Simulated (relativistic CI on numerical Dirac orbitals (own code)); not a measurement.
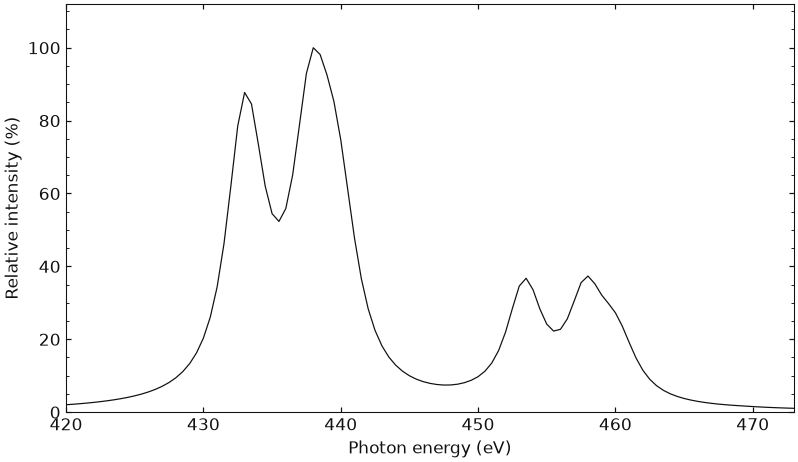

Computed core-level spectrum (absorption) of an ion of charge +4 in a field of Oh symmetry with 10Dq = 54,650 cm⁻¹. Multiplet model: relativistic Dirac–Coulomb–Breit theory, one configuration a step, Slater integrals scaled by 0.8, 80 K, Voigt broadening (Lorentzian 3 eV, Gaussian 0.4 eV full widths), computed with a radial Dirac CI code.

Identify the element and the shell or line.

M₂,₃ X-ray absorption of Tc V (Tc⁴⁺), initial configuration [Kr] 4d³. The main maxima lie at 433.1 eV (88), 438.1 eV (100), 453.5 eV (37) and 458.0 eV (37), heights in % of the largest; the centroid is at 441.8 eV. The lower edge holds 0.72 of the intensity (branching ratio, edges parted at 448 eV, split at the minimum of the curve and uncertain by about 0.02), and the core spin-orbit splitting of the orbitals is 20.2 eV. The ground state has S = 1.50.

Limits of the model: free-ion energies, so absolute edge positions are off by a few eV from solids.
